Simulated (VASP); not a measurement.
Band structure of Nb3VN4 (ordered alloy cell). These are PBEsol GGA, VASP's PBE PAW potentials (set 64) (plane waves; VASP 6.6.1) values and carry that method's errors.

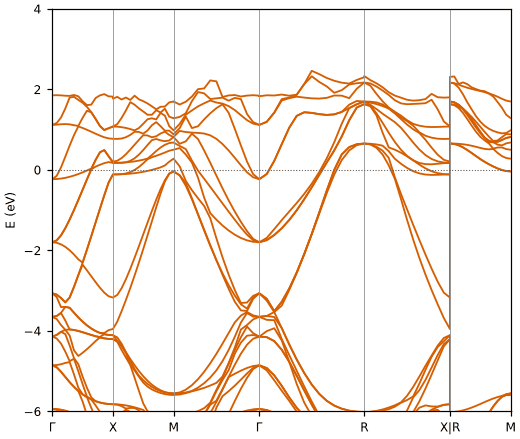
Figure. Bands along high-symmetry lines, zero at the valence-band maximum or, without a gap, the Fermi level

### Question
Read the plot: is there a gap, and where are the band edges?

### Answer
It has no gap at this level: it comes out as a metal or semimetal. (Edges off the drawn lines would not show.)

The structure was generated: Nb3VN4 was put into an ordered model structure (Pm-3m), which need not be its known phase. It was relaxed first. The run is not spin-polarised, so no magnetic state was tried.
